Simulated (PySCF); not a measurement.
C$_{4}$H$_{17}$N$_{3}$Si$_{3}$

Input file:

```
{"job": {"kind": "nmr", "xc": "PBE0", "basis": "pcSseg-1"}, "charge": 0, "multiplicity": 1}
C      2.743622     1.999157     0.580798
C      2.799704     0.487068     0.745594
C      1.715148    -0.267709    -0.028613
Si    -0.056269     0.054618     0.516907
N     -1.079036    -1.227725    -0.096411
Si    -2.806349    -1.088317    -0.038332
N     -3.113564     0.558316     0.442535
Si    -2.303530     2.028070    -0.047716
C     -2.750803     3.363537     1.183822
N     -0.617750     1.600591    -0.082219
H      3.559718     2.493269     1.129349
H      1.792469     2.412826     0.951824
H      2.837754     2.287160    -0.479927
H      3.792891     0.125034     0.428654
H      2.720116     0.235994     1.817547
H      1.876830    -1.355719     0.071813
H      1.794242    -0.051742    -1.110399
H     -0.138367     0.060905     2.009938
H     -0.669037    -1.877625    -0.759669
H     -3.489609    -1.944162     0.984112
H     -3.356089    -1.483057    -1.377015
H     -3.885219     0.680361     1.091806
H     -2.691198     2.508701    -1.415964
H     -2.479989     3.060242     2.206921
H     -3.829414     3.588661     1.156074
H     -2.211478     4.295067     0.950189
H     -0.010068     2.095139    -0.727415
```

Run with:

```sh
OMP_NUM_THREADS=1 python probes_run.py task.json out
```

Geometry: PBE0-D3(BJ)/def2-SVP.

Method: PBE0/pcSseg-1, SCF density, gas phase, non-relativistic (PySCF 2.14.0).

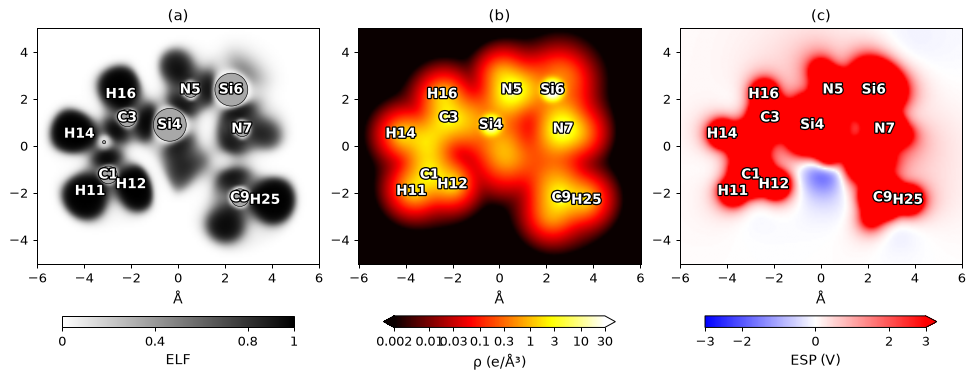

Figure 1. (a) ELF; (b) total electron density; (c) electrostatic potential on the plane of atoms N5, Si6 and N7. Grey discs cover the atomic cores in the ELF map.

What does the map show?

The plane passes through C, Si, N and H nuclei. Si–N (1.73 Å): ρ is about 1.1 e/Å³ halfway; the ELF peaks at about 0.90 between the atoms: a shared but strongly polarised pair. C–Si (1.88 Å): ρ at the midpoint is about 0.97 e/Å³; the ELF peaks at about 0.95 between the atoms, as expected for localised, covalent bonding. C–H (1.10 Å): ρ at the midpoint is about 1.9 e/Å³; the ELF climbs to about 1 towards the hydrogen, as it does in any bond to H: a covalent bond by its length. The ELF also peaks beside N10, away from the bonds: lone-pair regions. Outside the dense part of the molecule the potential is most negative (−1.6 V) near N10, which lies off the plane.

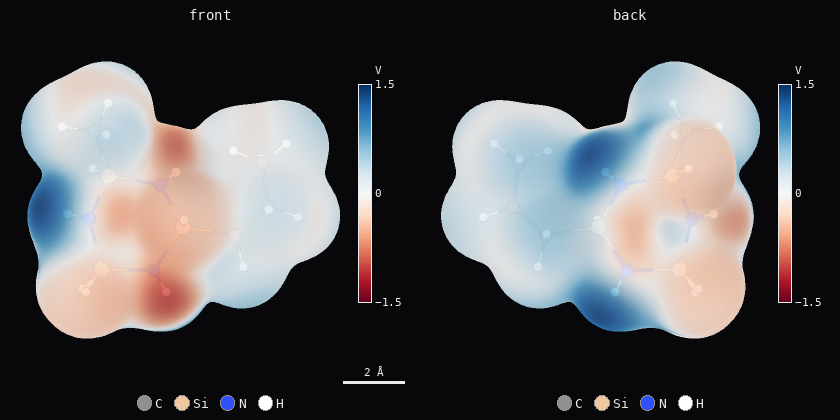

Figure 2. The molecular electrostatic potential painted on the density surface at 0.001 e/bohr³, seen from the front and from behind; the colour scale runs from red (negative) to blue (positive).

Describe the electrostatic potential map.

The most negative region (about −0.9 V) lies over N5, the most positive (about +1.3 V) over H19, H22 and H27.
